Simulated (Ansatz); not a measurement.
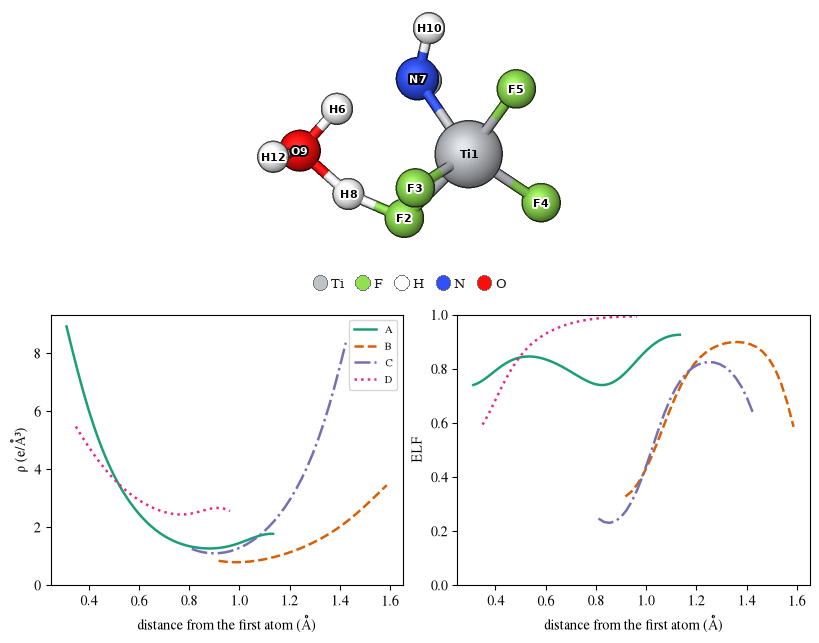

Figure 1: F₄H₅NOTi. Electron density and ELF along straight lines between neighbouring atoms. The curves leave out the atomic cores. The structure is drawn too.

A transition-state structure; geometry: PBE0-D4/def2-TZVP.

Computed with RKS PBE0-D4/def2-TZVPP in Ansatz 0.2.0.

Input

```
crystal:
  periodic: [false, false, false]
  atoms:
    - {symbol: Ti, position_ang: [-1.165919, -0.645784, 0.090556]}
    - {symbol: F, position_ang: [0.713171, -1.270959, 0.721817]}
    - {symbol: F, position_ang: [-0.720917, -1.390387, -1.447521]}
    - {symbol: F, position_ang: [-1.785241, -1.580684, 1.437376]}
    - {symbol: F, position_ang: [-2.657738, 0.128377, -0.441480]}
    - {symbol: H, position_ang: [1.143426, 0.838209, -0.333296]}
    - {symbol: N, position_ang: [-0.280368, 1.112252, 0.336655]}
    - {symbol: H, position_ang: [1.476436, -0.660743, 0.145976]}
    - {symbol: O, position_ang: [2.001443, 0.249761, -0.455114]}
    - {symbol: H, position_ang: [-0.856733, 1.893974, 0.046382]}
    - {symbol: H, position_ang: [0.032844, 1.295746, 1.286264]}
    - {symbol: H, position_ang: [2.099495, 0.030238, -1.387616]}
basis:
  gaussian: {orbitals: def2-TZVPP}
hamiltonian: {xc: pbe0, dispersion: d4}
output: {orbitals: {seedname: orbitals}}
```

Command:

```sh
ansatz run in.yaml --threads 4 --pin off --events-out ev --progress --plain --max-ram 66560MiB --backend cuda --devices 0, --max-vram 37GiB
```

### Which curve belongs to which contact (F–H, O–H, Ti–F and Ti–N)? The first atom named is at distance zero.

Curve A: F2···H8 (1.13 Å): the density falls to about 1.3 e/Å³ on the way; the ELF climbs to about 0.90 towards the hydrogen, as it does in any bond to H. Curve B: Ti–N (1.98 Å): ρ at the midpoint is about 0.79 e/Å³; the ELF peaks at about 0.90 in the valence shell of N, 0.6 Å from its nucleus, and is about 0.40 at the midpoint. Curve C: Ti–F (1.75 Å): the density is about 1.1 e/Å³ at the midpoint; the ELF peaks at about 0.85 in the valence shell of F, 0.5 Å from its nucleus, and drops to about 0.25 between the two atoms. Curve D: O–H (0.96 Å): ρ is about 3.8 e/Å³ halfway; the ELF climbs to about 1 towards the hydrogen; a covalent bond by its length.
